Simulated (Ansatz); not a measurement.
# SiH4 (singlet): CAM-B3LYP, wB97M-V over a scan of the distance Si1–H5, 6-31G, part 3 of 3

Ansatz 0.2.0, Gaussian basis; 6-31G, all electrons in the functionals. The steps go on from the part before.

**20. wB97M-V, 2.694 Å**

File in.yaml:

```yaml
crystal:
  periodic: [false, false, false]
  atoms:
    - {symbol: Si, position_ang: [-0.021946, 0.021982, 0.021810]}
    - {symbol: H, position_ang: [0.833904, 0.880727, 0.878641]}
    - {symbol: H, position_ang: [-0.881497, -0.832441, 0.879256]}
    - {symbol: H, position_ang: [-0.876676, 0.877517, -0.839339]}
    - {symbol: H, position_ang: [1.535774, -1.538323, -1.526284]}
basis:
  gaussian: {orbitals: 6-31G}
magnetization: {spin_polarized: true, initial_magnetization: 0}
hamiltonian: {xc: {name: wB97M-V}}
output: {forces: true, orbitals: {seedname: orbitals}}
```

Run with:

```
$ ansatz run in.yaml --threads 1 --pin off --events-out ev --progress --plain --max-ram 2393MiB
```

Log:

```text
Functional definition: wB97M-V
  name "wB97M-V"
  cite "Mardirossian & Head-Gordon, J. Chem. Phys. 144, 214110 (2016) doi:10.1063/1.4952647"
  cite "Becke, J. Chem. Phys. 107, 8554 (1997) doi:10.1063/1.475007"
  cite "Vydrov & Van Voorhis, J. Chem. Phys. 133, 244103 (2010) doi:10.1063/1.3521275"
  # Of w^i u^j: cxij and so on, Table III.
  parameter omega = 0.3/bohr
  parameter cx = 0.15
  parameter cx01 = 1.007
  parameter cx10 = 0.259
  parameter css00 = 0.443
  parameter css04 = -1.437
  parameter css10 = -4.535
  parameter css20 = -3.390
  parameter css43 = 4.278
  parameter cos00 = 1.000
  parameter cos10 = 1.358
  parameter cos20 = 2.924
  parameter cos21 = -8.812
  parameter cos60 = -1.390
  parameter cos61 = 9.142
  parameter b = 6.0
  parameter c = 0.01
  gx(w, u) = 1 - cx + cx01*u + cx10*w
  gss(w, u) = css00 + css04*u^4 + css10*w + css20*w^2 + css43*w^4*u^3
  gos(w, u) = cos00 + cos10*w + (cos20 + cos21*u)*w^2 + (cos60 + cos61*u)*w^6
  exchange = spin_sum(e_x_unif_sr(omega)*gx(b97_w, b97_u_x)) + cx*exact_x_sr(omega) + exact_x_lr(omega)
  correlation = spin_sum(e_c_pw_mod_same_spin*gss(b97_w, b97_u_same))
      + integral(e_c_pw_mod_opposite_spin*gos(b97_w_opposite, b97_u_opposite)) + vv10(b, c)
268 factors; integrals over basis functions are off by at most 1.9e-4 eV
116 factors; integrals over basis functions are off by at most 1.4e-5 eV
mean field evaluation 1: about -7936.2366 eV, gradient 3.8e0 eV
mean field evaluation 2: about -7936.3614 eV, gradient 1.9e0 eV
mean field evaluation 4: about -7936.3989 eV, gradient 5.1e-1 eV
mean field evaluation 8: about -7936.4299 eV, gradient 9.5e-3 eV
mean field evaluation 16: about -7936.4724 eV, gradient 3.2e-1 eV
mean field evaluation 32: about -7934.6706 eV, gradient 6.1e0 eV
mean field -7936.48977291 eV, -291.6606196086 hartree, gradient 1.0e-5 eV, S^2 0.334262; 3 other end points of the search recorded, 0 dependent functions left out
the calculation of the forces begins
reference -7936.48980831 eV, -291.6606209093 hartree; 9, 9 occupied and 12, 12 virtual orbitals, 268 factors
Total energy: -7936.48980831 eV, -291.6606209093 hartree
Atom 0 at    -0.021946     0.021982     0.021810 Å, force     0.903688    -0.905188    -0.898200 eV/Å
Atom 1 at     0.833904     0.880727     0.878641 Å, force     0.287439     0.021099     0.021820 eV/Å
Atom 2 at    -0.881497    -0.832441     0.879256 Å, force    -0.021465    -0.287403     0.021931 eV/Å
Atom 3 at    -0.876676     0.877517    -0.839339 Å, force    -0.020635     0.020558    -0.287523 eV/Å
Atom 4 at     1.535774    -1.538323    -1.526284 Å, force    -1.149026     1.150934     1.141973 eV/Å
Dipole moment:    -0.128514     0.128727     0.127718 e Å
```

Wall time 7.5 s (1 thread of Arm Neoverse V1, shared host).

From the report: ⟨S²⟩ of the determinant 0.334 (pure singlet: 0.00).

From 1.485 Å: +76.4 kcal/mol.

**21. wB97M-V, 3.232 Å**

File in.yaml:

```yaml
crystal:
  periodic: [false, false, false]
  atoms:
    - {symbol: Si, position_ang: [-0.031709, 0.031761, 0.031513]}
    - {symbol: H, position_ang: [0.824141, 0.890506, 0.888343]}
    - {symbol: H, position_ang: [-0.891260, -0.822663, 0.888958]}
    - {symbol: H, position_ang: [-0.886438, 0.887296, -0.829637]}
    - {symbol: H, position_ang: [1.837092, -1.840141, -1.825740]}
basis:
  gaussian: {orbitals: 6-31G}
magnetization: {spin_polarized: true, initial_magnetization: 0}
hamiltonian: {xc: {name: wB97M-V}}
output: {forces: true, orbitals: {seedname: orbitals}}
```

Same command.

Log:

```text
Functional definition: wB97M-V
  name "wB97M-V"
  cite "Mardirossian & Head-Gordon, J. Chem. Phys. 144, 214110 (2016) doi:10.1063/1.4952647"
  cite "Becke, J. Chem. Phys. 107, 8554 (1997) doi:10.1063/1.475007"
  cite "Vydrov & Van Voorhis, J. Chem. Phys. 133, 244103 (2010) doi:10.1063/1.3521275"
  # Of w^i u^j: cxij and so on, Table III.
  parameter omega = 0.3/bohr
  parameter cx = 0.15
  parameter cx01 = 1.007
  parameter cx10 = 0.259
  parameter css00 = 0.443
  parameter css04 = -1.437
  parameter css10 = -4.535
  parameter css20 = -3.390
  parameter css43 = 4.278
  parameter cos00 = 1.000
  parameter cos10 = 1.358
  parameter cos20 = 2.924
  parameter cos21 = -8.812
  parameter cos60 = -1.390
  parameter cos61 = 9.142
  parameter b = 6.0
  parameter c = 0.01
  gx(w, u) = 1 - cx + cx01*u + cx10*w
  gss(w, u) = css00 + css04*u^4 + css10*w + css20*w^2 + css43*w^4*u^3
  gos(w, u) = cos00 + cos10*w + (cos20 + cos21*u)*w^2 + (cos60 + cos61*u)*w^6
  exchange = spin_sum(e_x_unif_sr(omega)*gx(b97_w, b97_u_x)) + cx*exact_x_sr(omega) + exact_x_lr(omega)
  correlation = spin_sum(e_c_pw_mod_same_spin*gss(b97_w, b97_u_same))
      + integral(e_c_pw_mod_opposite_spin*gos(b97_w_opposite, b97_u_opposite)) + vv10(b, c)
268 factors; integrals over basis functions are off by at most 1.9e-4 eV
116 factors; integrals over basis functions are off by at most 2.0e-5 eV
mean field evaluation 1: about -7934.7249 eV, gradient 5.6e0 eV
mean field evaluation 2: about -7934.7542 eV, gradient 5.4e0 eV
mean field evaluation 4: about -7935.1247 eV, gradient 5.6e-1 eV
mean field evaluation 8: about -7935.1578 eV, gradient 8.4e-3 eV
mean field evaluation 16: about -7935.3596 eV, gradient 1.3e0 eV
mean field evaluation 32: about -7935.9348 eV, gradient 6.0e-2 eV
mean field -7935.93497575 eV, -291.6402311890 hartree, gradient 1.2e-5 eV, S^2 0.853166; 3 other end points of the search recorded, 0 dependent functions left out
the calculation of the forces begins
reference -7935.93501141 eV, -291.6402324992 hartree; 9, 9 occupied and 12, 12 virtual orbitals, 268 factors
Total energy: -7935.93501141 eV, -291.6402324992 hartree
Atom 0 at    -0.031709     0.031761     0.031513 Å, force     0.183032    -0.183336    -0.182004 eV/Å
Atom 1 at     0.824141     0.890506     0.888343 Å, force     0.269463     0.093697     0.094003 eV/Å
Atom 2 at    -0.891260    -0.822663     0.888958 Å, force    -0.094014    -0.269307     0.094134 eV/Å
Atom 3 at    -0.886438     0.887296    -0.829637 Å, force    -0.093038     0.093062    -0.269983 eV/Å
Atom 4 at     1.837092    -1.840141    -1.825740 Å, force    -0.265443     0.265884     0.263850 eV/Å
Dipole moment:    -0.022649     0.022686     0.022505 e Å
```

It took 9.5 s on 1 thread of Arm Neoverse V1, shared host.

From the report: ⟨S²⟩ of the determinant 0.853 (pure singlet: 0.00). The determinant is far from a pure spin state, so its energy mixes those of several spin states (harmless only where they are near-degenerate, as at dissociation).

From 1.485 Å: +89.2 kcal/mol.

**22. wB97M-V, 4.080 Å**

File in.yaml:

```yaml
crystal:
  periodic: [false, false, false]
  atoms:
    - {symbol: Si, position_ang: [-0.047097, 0.047175, 0.046806]}
    - {symbol: H, position_ang: [0.808753, 0.905920, 0.903636]}
    - {symbol: H, position_ang: [-0.906648, -0.807249, 0.904251]}
    - {symbol: H, position_ang: [-0.901826, 0.902710, -0.814344]}
    - {symbol: H, position_ang: [2.312033, -2.315870, -2.297747]}
basis:
  gaussian: {orbitals: 6-31G}
magnetization: {spin_polarized: true, initial_magnetization: 0}
hamiltonian: {xc: {name: wB97M-V}}
output: {forces: true, orbitals: {seedname: orbitals}}
```

Launched as before.

Log:

```text
Functional definition: wB97M-V
  name "wB97M-V"
  cite "Mardirossian & Head-Gordon, J. Chem. Phys. 144, 214110 (2016) doi:10.1063/1.4952647"
  cite "Becke, J. Chem. Phys. 107, 8554 (1997) doi:10.1063/1.475007"
  cite "Vydrov & Van Voorhis, J. Chem. Phys. 133, 244103 (2010) doi:10.1063/1.3521275"
  # Of w^i u^j: cxij and so on, Table III.
  parameter omega = 0.3/bohr
  parameter cx = 0.15
  parameter cx01 = 1.007
  parameter cx10 = 0.259
  parameter css00 = 0.443
  parameter css04 = -1.437
  parameter css10 = -4.535
  parameter css20 = -3.390
  parameter css43 = 4.278
  parameter cos00 = 1.000
  parameter cos10 = 1.358
  parameter cos20 = 2.924
  parameter cos21 = -8.812
  parameter cos60 = -1.390
  parameter cos61 = 9.142
  parameter b = 6.0
  parameter c = 0.01
  gx(w, u) = 1 - cx + cx01*u + cx10*w
  gss(w, u) = css00 + css04*u^4 + css10*w + css20*w^2 + css43*w^4*u^3
  gos(w, u) = cos00 + cos10*w + (cos20 + cos21*u)*w^2 + (cos60 + cos61*u)*w^6
  exchange = spin_sum(e_x_unif_sr(omega)*gx(b97_w, b97_u_x)) + cx*exact_x_sr(omega) + exact_x_lr(omega)
  correlation = spin_sum(e_c_pw_mod_same_spin*gss(b97_w, b97_u_same))
      + integral(e_c_pw_mod_opposite_spin*gos(b97_w_opposite, b97_u_opposite)) + vv10(b, c)
269 factors; integrals over basis functions are off by at most 1.9e-4 eV
116 factors; integrals over basis functions are off by at most 2.9e-5 eV
mean field evaluation 1: about -7931.5525 eV, gradient 1.1e1 eV
mean field evaluation 2: about -7927.9130 eV, gradient 1.6e1 eV
mean field evaluation 4: about -7933.7951 eV, gradient 6.1e-1 eV
mean field evaluation 8: about -7933.8288 eV, gradient 7.7e-2 eV
mean field evaluation 16: about -7934.1858 eV, gradient 2.3e0 eV
mean field evaluation 32: about -7935.7860 eV, gradient 5.3e-4 eV
mean field evaluation 64: about -7935.7860 eV, gradient 8.6e-3 eV
mean field -7935.78600953 eV, -291.6347567814 hartree, gradient 8.0e-5 eV, S^2 0.989148; 3 other end points of the search recorded, 0 dependent functions left out
the calculation of the forces begins
reference -7935.78604710 eV, -291.6347581619 hartree; 9, 9 occupied and 12, 12 virtual orbitals, 269 factors
Total energy: -7935.78604710 eV, -291.6347581619 hartree
Atom 0 at    -0.047097     0.047175     0.046806 Å, force     0.010810    -0.010828    -0.010843 eV/Å
Atom 1 at     0.808753     0.905920     0.903636 Å, force     0.256168     0.122833     0.122947 eV/Å
Atom 2 at    -0.906648    -0.807249     0.904251 Å, force    -0.123122    -0.255963     0.123083 eV/Å
Atom 3 at    -0.901826     0.902710    -0.814344 Å, force    -0.122090     0.122157    -0.256856 eV/Å
Atom 4 at     2.312033    -2.315870    -2.297747 Å, force    -0.021766     0.021802     0.021669 eV/Å
Dipole moment:     0.015693    -0.015719    -0.015598 e Å
```

Wall time 15 s (1 thread of Arm Neoverse V1, shared host).

From the report: ⟨S²⟩ of the determinant 0.989 (pure singlet: 0.00). The determinant is far from a pure spin state, so its energy mixes those of several spin states (harmless only where they are near-degenerate, as at dissociation).

From 1.485 Å: +92.6 kcal/mol.

**23. wB97M-V, 4.996 Å**

File in.yaml:

```yaml
crystal:
  periodic: [false, false, false]
  atoms:
    - {symbol: Si, position_ang: [-0.063719, 0.063824, 0.063325]}
    - {symbol: H, position_ang: [0.792131, 0.922569, 0.920156]}
    - {symbol: H, position_ang: [-0.923270, -0.790599, 0.920770]}
    - {symbol: H, position_ang: [-0.918448, 0.919359, -0.797824]}
    - {symbol: H, position_ang: [2.825059, -2.829747, -2.807602]}
basis:
  gaussian: {orbitals: 6-31G}
magnetization: {spin_polarized: true, initial_magnetization: 0}
hamiltonian: {xc: {name: wB97M-V}}
output: {forces: true, orbitals: {seedname: orbitals}}
```

Same command.

Log:

```text
Functional definition: wB97M-V
  name "wB97M-V"
  cite "Mardirossian & Head-Gordon, J. Chem. Phys. 144, 214110 (2016) doi:10.1063/1.4952647"
  cite "Becke, J. Chem. Phys. 107, 8554 (1997) doi:10.1063/1.475007"
  cite "Vydrov & Van Voorhis, J. Chem. Phys. 133, 244103 (2010) doi:10.1063/1.3521275"
  # Of w^i u^j: cxij and so on, Table III.
  parameter omega = 0.3/bohr
  parameter cx = 0.15
  parameter cx01 = 1.007
  parameter cx10 = 0.259
  parameter css00 = 0.443
  parameter css04 = -1.437
  parameter css10 = -4.535
  parameter css20 = -3.390
  parameter css43 = 4.278
  parameter cos00 = 1.000
  parameter cos10 = 1.358
  parameter cos20 = 2.924
  parameter cos21 = -8.812
  parameter cos60 = -1.390
  parameter cos61 = 9.142
  parameter b = 6.0
  parameter c = 0.01
  gx(w, u) = 1 - cx + cx01*u + cx10*w
  gss(w, u) = css00 + css04*u^4 + css10*w + css20*w^2 + css43*w^4*u^3
  gos(w, u) = cos00 + cos10*w + (cos20 + cos21*u)*w^2 + (cos60 + cos61*u)*w^6
  exchange = spin_sum(e_x_unif_sr(omega)*gx(b97_w, b97_u_x)) + cx*exact_x_sr(omega) + exact_x_lr(omega)
  correlation = spin_sum(e_c_pw_mod_same_spin*gss(b97_w, b97_u_same))
      + integral(e_c_pw_mod_opposite_spin*gos(b97_w_opposite, b97_u_opposite)) + vv10(b, c)
268 factors; integrals over basis functions are off by at most 1.9e-4 eV
116 factors; integrals over basis functions are off by at most 3.3e-5 eV
mean field evaluation 1: about -7927.9710 eV, gradient 1.3e1 eV
mean field evaluation 2: about -7922.8271 eV, gradient 1.9e1 eV
mean field evaluation 4: about -7932.9572 eV, gradient 1.3e0 eV
mean field evaluation 8: about -7933.0033 eV, gradient 4.8e-1 eV
mean field evaluation 16: about -7933.0065 eV, gradient 8.1e-6 eV
mean field evaluation 32: about -7935.7695 eV, gradient 4.2e-1 eV
mean field -7935.77272001 eV, -291.6342684003 hartree, gradient 3.8e-5 eV, S^2 0.999951; 2 other end points of the search recorded, 0 dependent functions left out
the calculation of the forces begins
reference -7935.77275927 eV, -291.6342698431 hartree; 9, 9 occupied and 12, 12 virtual orbitals, 268 factors
Total energy: -7935.77275927 eV, -291.6342698431 hartree
Atom 0 at    -0.063719     0.063824     0.063325 Å, force    -0.005995     0.006005     0.005859 eV/Å
Atom 1 at     0.792131     0.922569     0.920156 Å, force     0.254719     0.122789     0.122892 eV/Å
Atom 2 at    -0.923270    -0.790599     0.920770 Å, force    -0.123076    -0.254515     0.123027 eV/Å
Atom 3 at    -0.918448     0.919359    -0.797824 Å, force    -0.122051     0.122118    -0.255389 eV/Å
Atom 4 at     2.825059    -2.829747    -2.807602 Å, force    -0.003597     0.003603     0.003612 eV/Å
Dipole moment:     0.012392    -0.012412    -0.012313 e Å
```

Run time: 7.5 s. Hardware: 1 thread of Arm Neoverse V1, shared host.

From the report: ⟨S²⟩ of the determinant 1.000 (pure singlet: 0.00). The determinant is far from a pure spin state, so its energy mixes those of several spin states (harmless only where they are near-degenerate, as at dissociation).

From 1.485 Å: +92.9 kcal/mol.

**24. The comparison**

The yardstick is full CI for this spin, exact in this basis with these frozen cores. It comes from earlier runs at the same points. Energies in kcal/mol, counted from 1.485 Å; blanks weren't run or aren't comparable.

```tsv
level	1.165 Å	1.360 Å	1.485 Å	1.610 Å	1.805 Å	2.075 Å	2.403 Å	2.694 Å	3.232 Å	4.080 Å	4.996 Å
FCI	40.2	5.6	0.0	1.2	10.1	27.0	46.4	59.6	73.1	78.4	79.0
CAM-B3LYP	37.6	4.6	0.0	2.2	12.8	32.8	57.7	73.6	85.7	89.8	90.5
wB97M-V	37.6	4.6	0.0	2.3	12.9	33.0	57.9	76.4	89.2	92.6	92.9
```

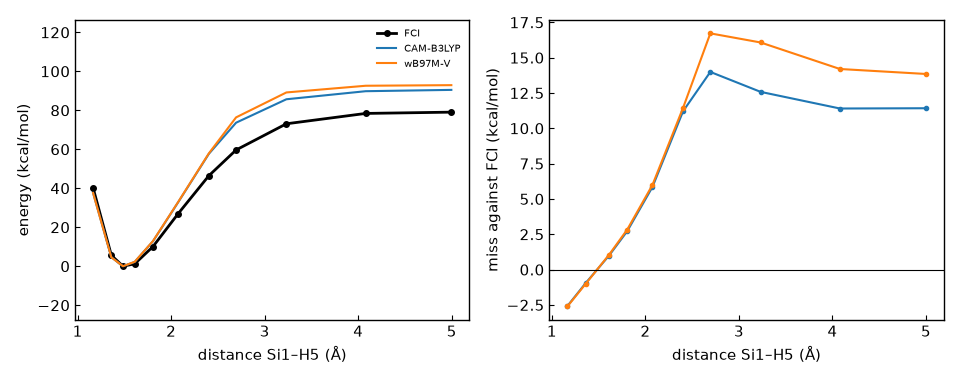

Left: the curves (the axis may cut off levels that run far away). Right: misses against FCI, in the same colours.

Largest miss and mean time a point (FCI took 4.4 s a point; shared hosts):

```tsv
level	largest miss (kcal/mol)	where	time a point
CAM-B3LYP	+14.0	2.694 Å	0.93 s
wB97M-V	+16.7	2.694 Å	4.9 s
```

**25. Outcome**

The summary covers parts 1 to 3.

| quantity | value |
| --- | --- |
| span of the FCI curve | 79.0 kcal/mol |
| largest miss, CAM-B3LYP | +14.0 kcal/mol (2.694 Å) |
| largest miss, wB97M-V | +16.7 kcal/mol (2.694 Å) |

**Reading.** Of the functionals, CAM-B3LYP keep the smallest largest miss at the points compared (at most 14.0 kcal/mol) and wB97M-V strays most (16.7 kcal/mol, at 2.694 Å). CAM-B3LYP, wB97M-V clearly break the spin symmetry at some points (⟨S²⟩ up to 1.00 above the pure value), so energy there is bought with a mixed spin. Functionals and the yardstick converge differently with the basis, so part of each miss in 6-31G is the basis.
